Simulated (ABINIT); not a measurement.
# Cs2InAgCl6 (Fm-3m): a self-consistent loop beyond G0W0, cycle by cycle, part 3 of 3

Aim: iterate the self-energy on Cs2InAgCl6 (Fm-3m) and follow the gap from cycle to cycle.

ABINIT 10.8.3; PBEsol and many-body steps on it, plane waves. Known limits of the many-body steps: not at the basis limit; d shell near the gap, gap tends to lie low; no spin-orbit coupling; coarse k mesh.

So far. Step 8 (evGW0, cycle 4): Against the cycle before, the gap moves by −0.001 eV. Step 11 (evGW, cycle 1): Against G0W0 in ABINIT (2×2×2 mesh, 240 bands, screening to 106.1 eV, Godby-Needs plasmon pole), the gap moves by +0.681 eV.

## Step 14: evGW, cycle 2

This step: evGW on PBEsol, plane waves, norm-conserving pseudopotentials.

run.abi reads:

```
acell 3*1.0 Angstrom
rprim 
  0.000000000000 5.234500000000 5.234500000000
  5.234500000000 0.000000000000 5.234500000000
  5.234500000000 5.234500000000 0.000000000000
ntypat 4
znucl 55 49 47 17
natom 10
typat 1 1 2 3 4 4 4 4 4 4
xred 
  0.250000000000 0.250000000000 0.250000000000
  0.750000000000 0.750000000000 0.750000000000
  0.000000000000 0.000000000000 0.000000000000
  0.500000000000 0.500000000000 0.500000000000
  0.760210000000 0.239790000000 0.239790000000
  0.239790000000 0.760210000000 0.239790000000
  0.239790000000 0.760210000000 0.760210000000
  0.760210000000 0.239790000000 0.760210000000
  0.239790000000 0.239790000000 0.760210000000
  0.760210000000 0.760210000000 0.239790000000
pp_dirpath "pseudos"
pseudos "Cs.upf, In.upf, Ag.upf, Cl.upf"
ecut 39
ngkpt 2 2 2
nshiftk 1
shiftk 0 0 0
kptopt 1
chksymbreak 0
istwfk *1
occopt 1
irdwfk 1
optdriver 4
nband 240
gwcalctyp 10
ecutsigx 39
symsigma 1
nkptgw 3
kptgw 
  0.0000000000 0.0000000000 0.0000000000
  0.5000000000 0.0000000000 0.0000000000
  0.5000000000 0.5000000000 0.0000000000
bdgw 
  22 67
  22 67
  22 67
ecuteps 3.9
irdscr 1
ppmodel 1
irdqps 1
indata_prefix "in"
outdata_prefix "out"
tmpdata_prefix "tmp"
```

The run is started by

```sh
OMP_NUM_THREADS=1 mpirun -n 8 abinit run.abi > log
```

Numbers of over 12 decimals in the logs are rounded to 6 here.

Output:

```text
.Version 10.8.3 of ABINIT. v10.8.2 released Aug 2026.

 Symmetries : space group Fm -3 m (#225); Bravais cF (face-center cubic)
[... echo of the input left out ...]
== DATASET  1 ==================================================================
-   mpi_nproc: 8, omp_nthreads: 1 (-1 if OMP is not activated)

--- !DatasetInfo
iteration_state: {dtset: 1, }
dimensions: {natom: 10, nkpt: 3, mband: 240, nsppol: 1, nspinor: 1, nspden: 1, mpw: 22556, }
cutoff_energies: {ecut:  39.0, pawecutdg:  -1.0, }
[...]
Convergence of QP corrections
 >>>>> For spin  1 <<<<<
.  kptgw no:  1; Maximum DeltaE = (   0.000   0.000) for band index: 20
.  kptgw no:  2; Maximum DeltaE = (   0.016  -0.000) for band index: 12
.  kptgw no:  3; Maximum DeltaE = (  -0.028   0.001) for band index: 22

== END DATASET(S) ==============================================================
================================================================================

 -outvars: echo values of variables after computation  --------
           etotal      0.0000000000E+00
            nband         240
             nkpt           3
          spgroup         225
 [... the other variables as echoed above ...]

 Calculation completed.
```

Run time: 5.9 min. Hardware: 8 MPI ranks of Arm Neoverse V2, shared host; peak memory 16 GiB; 47 min of CPU time.

Numbers from this step:

```yaml
quasiparticle_gap_on_the_points_computed: 3.730 eV
gap_of_the_density_functional_on_the_mesh: 1.045 eV
k_of_the_valence_top: 0.5, 0.5, 0
k_of_the_conduction_bottom: 0, 0, 0
least_direct_quasiparticle_gap_on_the_computed_points: 3.734 eV
```

Against the cycle before, the gap moves by +0.050 eV.

## Step 15: The runs together

Times are wall times on 8 MPI ranks of Arm Neoverse V2, shared host, good to a factor of about two. A run's time includes the screening step that it read.

| run | mesh | bands | screening cutoff (eV) | DFT gap (eV) | gap on the mesh (eV) | direct (eV) | ε∞ used | time |
| --- | --- | --- | --- | --- | --- | --- | --- | --- |
| G0W0 | 2×2×2 | 240 | 106.1 | 1.045 | 2.999 | 2.999 | 4.06 | 2.8 min |
| evGW0, cycle 1 | 2×2×2 | 240 | 106.1 | 1.045 | 3.430 | 3.433 | 4.06 | 8.4 min |
| evGW0, cycle 2 | 2×2×2 | 240 | 106.1 | 1.045 | 3.247 | 3.250 | 4.06 | 8.5 min |
| evGW0, cycle 3 | 2×2×2 | 240 | 106.1 | 1.045 | 3.259 | 3.262 | 4.06 | 8.4 min |
| evGW0, cycle 4 | 2×2×2 | 240 | 106.1 | 1.045 | 3.258 | 3.261 | 4.06 | 8.4 min |
| evGW, cycle 1 | 2×2×2 | 240 | 106.1 | 1.045 | 3.680 | 3.684 | 3.24 | 8.6 min |
| evGW, cycle 2 | 2×2×2 | 240 | 106.1 | 1.045 | 3.730 | 3.734 | 3.14 | 8.6 min |

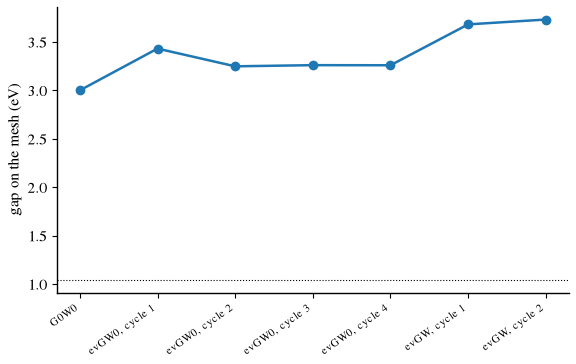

The gap through the cycles; the dotted line is the starting gap.

## Step 16: What came out

* G0W0: 2.999 eV
* evGW0, cycle 1: 3.430 eV
* evGW0, cycle 2: 3.247 eV
* evGW0, cycle 3: 3.259 eV
* evGW0, cycle 4: 3.258 eV
* evGW, cycle 1: 3.680 eV
* evGW, cycle 2: 3.730 eV
* known limits: not at the basis limit; d shell near the gap, gap tends to lie low; no spin-orbit coupling; coarse k mesh

Only the bands that the input lists are updated; the others, empty or deep, keep the functional's energies or take a rigid shift. The evGW loop starts from the last levels of evGW0, so its cycles and time come on top of those. evGW0 ends at 3.26 eV, +0.26 eV from G0W0, after 4 cycles that took 24 min beside the first screening; the last moved the gap by 0.001 eV. evGW ends at 3.73 eV, +0.73 eV from G0W0, after 2 cycles that took 17 min beside the first screening; the last moved the gap by 0.050 eV, so the loop had not settled. The first cycle of evGW0 takes the full correction, without the factor Z, so it overshoots the one-shot value. Against experiment, by evGW, cycle 2: the direct gap of 3.73 eV lies +0.43 eV from the measured 3.3 eV (direct, 2016). An exciton line or allowed optical edge lies below the quasiparticle gap by the binding energy; a forbidden edge can push the onset above it. These are gaps on the mesh, at modest bands and cutoff. The calculation has static nuclei and no excitons; a measured gap holds zero-point and thermal motion, which mostly lowers it. Bands and cutoff are finite, so the gap is not at the basis limit. The miss can reach some tenths of an eV and take either sign; the mesh is an error of its own. In the G0W0 runs levels were corrected at 1 k point alone, so a gap called «on the mesh» is the least over those, and an edge elsewhere would be missed. The 2×2×2 mesh is coarse for this cell, which bears on the long-range parts of exchange and screening. In the updated screening the q = 0 part is built from Kohn-Sham bands under a rigid shift, the other q from the quasiparticle levels. A d shell, filled or nearly so, lies near the gap. One-shot GW converges very slowly in bands there, not always from below, and on a semilocal start the gap tends to come out low; starts rich in exact exchange can overshoot instead. The many-body steps are scalar-relativistic: spin-orbit coupling is not in them.

[Paths, hosts, dates, memory and timing lines, banners, echoed tables and standing remarks are left out of the program output.]

[Logs are printed without paths, hosts, clocks, repeated set-up lines and the standing remarks that a program may print on its own settings, such as how far it seeks lower states.]

[Runs of the session that timed out or met a known fault of the program may be left out.]

[Hosts, paths, dates, database ids (printed as entryN), source tags and the programs' standing remarks are cut or masked in the printed files.]

[G0W0 gaps are taken among the corrected bands and points alone; a level outside them can change the order at an edge.]

[Where Ansatz stands beside ABINIT at settings called matched, ABINIT's density can come from a denser mesh and the files from another edition; pairs whose starting gaps differed by over 0.03 eV were left out, so agreement reads better than it is.]
